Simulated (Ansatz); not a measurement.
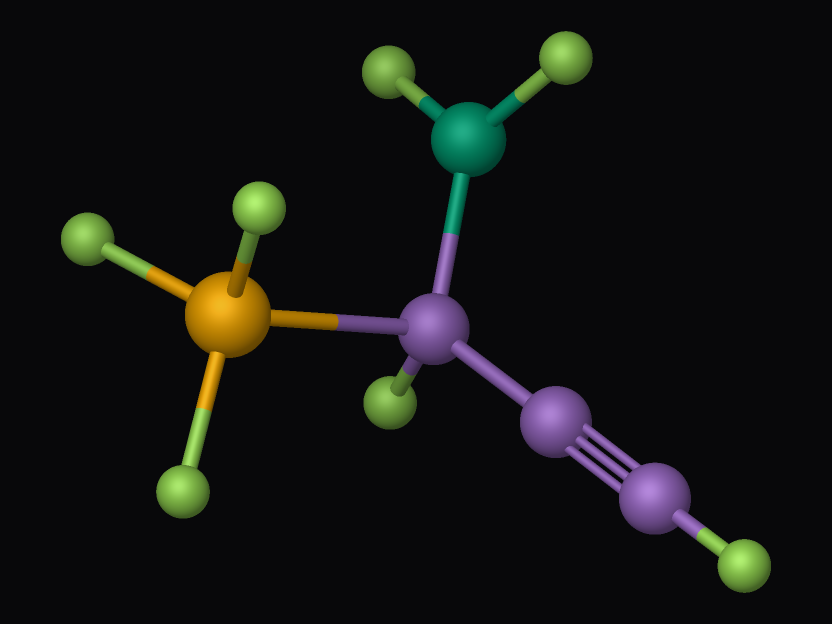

Double and triple bonds are drawn as two and three sticks. Colours: boron teal, carbon purple, silicon orange, hydrogen green.

The computed structure is the end point of a PBE0-D4/def2-TZVP optimisation. No frequency run is at hand to confirm it as a minimum.

Describe the molecule.

The molecule is C3H7BSi. SMILES: `B[C@H]([SiH3])C#C`. It has no ring. Among its groups: alkyne, Si–H bond, B–H bond. The point group is C1. Coordination: 1 B trigonal planar; 1 C tetrahedral; 1 Si tetrahedral; 2 C linear.

The parts below concern this one geometry. Atoms keep their numbers from picture to picture.

**Geometry**

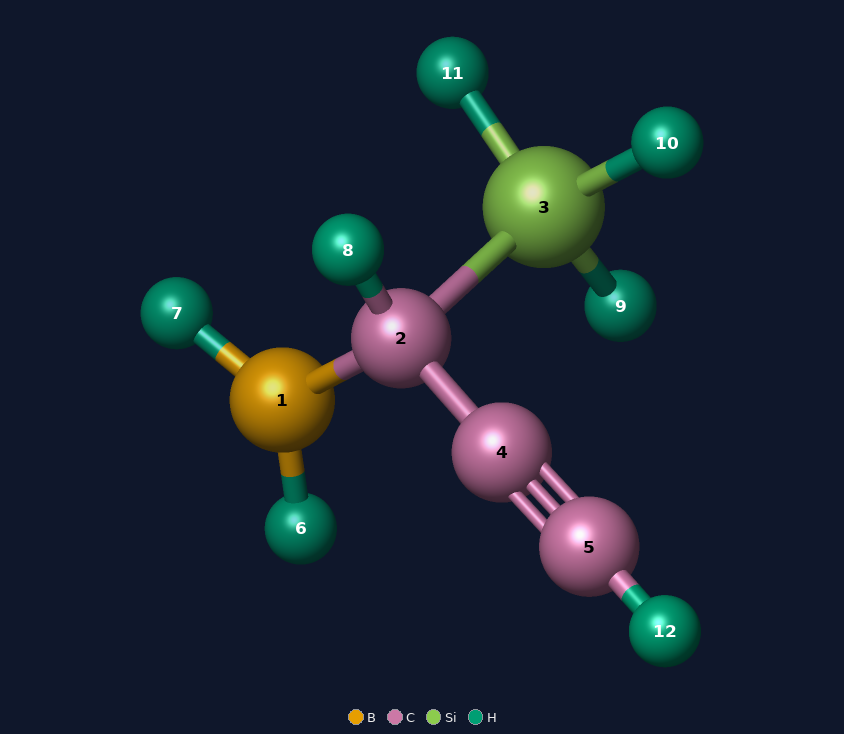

Atoms carry their numbers in the input. No frequency run is at hand to confirm it as a minimum.

Estimate the angles C2–B1–H6, C2–B1–H7, B1–C2–Si3, B1–C2–C4, B1–C2–H8, Si3–C2–C4, Si3–C2–H8, C4–C2–H8, C2–Si3–H9, C2–Si3–H10, C2–Si3–H11, C2–C4–C5, C4–C5–H12.

```json
{"angle": "C2–B1–H6", "degrees": "120.7"}
{"angle": "C2–B1–H7", "degrees": "118.9"}
{"angle": "B1–C2–Si3", "degrees": "101.9"}
{"angle": "B1–C2–C4", "degrees": "118.9"}
{"angle": "B1–C2–H8", "degrees": "113.2"}
{"angle": "Si3–C2–C4", "degrees": "106.1"}
{"angle": "Si3–C2–H8", "degrees": "102.0"}
{"angle": "C4–C2–H8", "degrees": "112.3"}
{"angle": "C2–Si3–H9", "degrees": "109.9"}
{"angle": "C2–Si3–H10", "degrees": "106.9"}
{"angle": "C2–Si3–H11", "degrees": "109.9"}
{"angle": "C2–C4–C5", "degrees": "178.1"}
{"angle": "C4–C5–H12", "degrees": "179.0"}
```

**Electronic properties**

No frequency run is at hand to confirm it as a minimum. Level of theory: RKS ωB97X-V/def2-TZVPP (Ansatz 0.2.0).

Computed properties:

- HOMO energy (Kohn–Sham orbital): −9.72 eV
- LUMO energy (Kohn–Sham orbital): 0.52 eV
- HOMO–LUMO gap: 10.24 eV

**Charges**

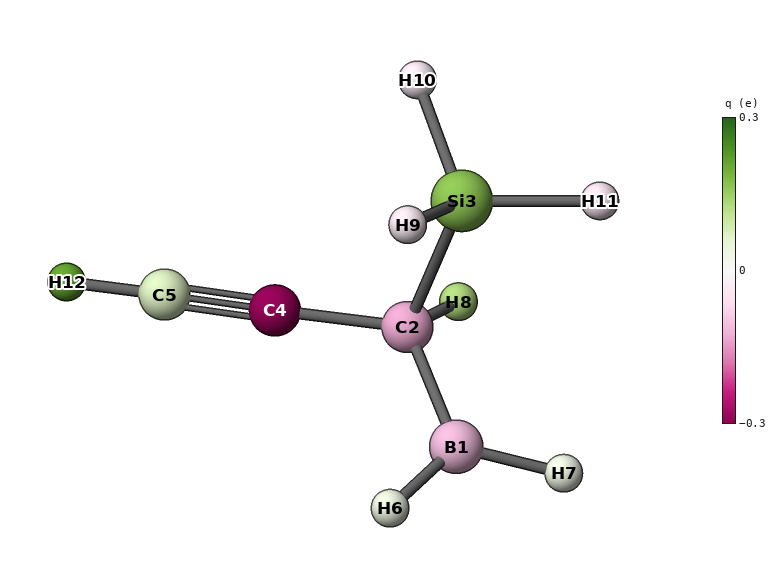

Atoms are coloured by their Mulliken charges. No frequency run is at hand to confirm it as a minimum. Method: RKS PBE-D4/def2-TZVPP (Ansatz 0.2.0).

Which atom carries the highest charge (most positive or least negative)?

H12 (0.21 e).

And the lowest?

C4 (−0.29 e).

Give the Mulliken charges atom by atom.

```tsv
atom	value (e)
B1	−0.11
C2	−0.13
Si3	0.16
C4	−0.29
C5	0.07
H6	0.03
H7	0.03
H8	0.12
H9	−0.03
H10	−0.03
H11	−0.04
H12	0.21
```

**Dipole moment**

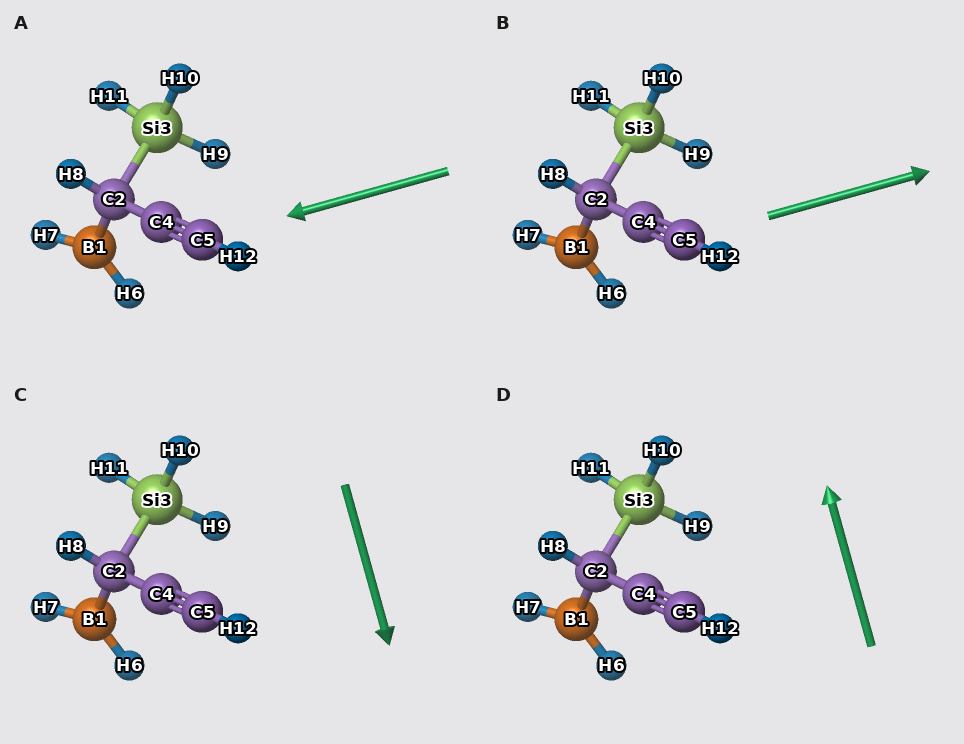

The same molecule four times, each with an arrow. No frequency run is at hand to confirm it as a minimum. Method: RKS B3LYP-D4/def2-TZVPP (Ansatz 0.2.0).

Which arrow points along the dipole moment, from the negative to the positive end?

D. The dipole moment is 0.82 D; it points from the side of H6 to the side of H10 (the outermost atoms at the two ends).

Mulliken values depend strongly on the basis set and can even reverse the polarity of a bond.
